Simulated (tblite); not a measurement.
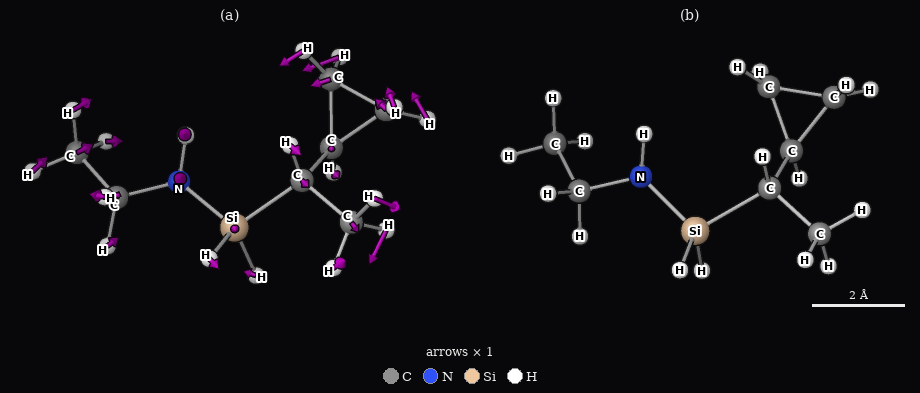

The structure of C7H17NSi before (left) and after (right) a relaxation, at one scale. The purple arrows give the displacements, at their true length.

Style: ball-and-stick. Shown at a tilt.

These are results of tblite, GFN2-xTB geometry optimisation, gas phase, not measurements. 

> Describe what moved and what it gained.

The largest move after the best rigid fit is that of an H atom, 0.91 Å. Largest moves by element: H 0.91 Å, N 0.64 Å, C 0.51 Å, Si 0.21 Å. Some distances before and after: C–Si 1.843 → 1.904 Å, N–Si 1.763 → 1.710 Å, C–H 1.142 → 1.091 Å, H–N 1.051 → 1.008 Å. Among the angles between lasting bonds that change: Si–N–H 109.1° → 120.0°, C–C–C 110.7° → 120.3°, C–N–Si 114.8° → 123.9°. Groups turn about C–C by about 40°, C–C by about 25°, C–C by about 20°. Over 139 geometry steps the energy falls by 98.8 kJ/mol.
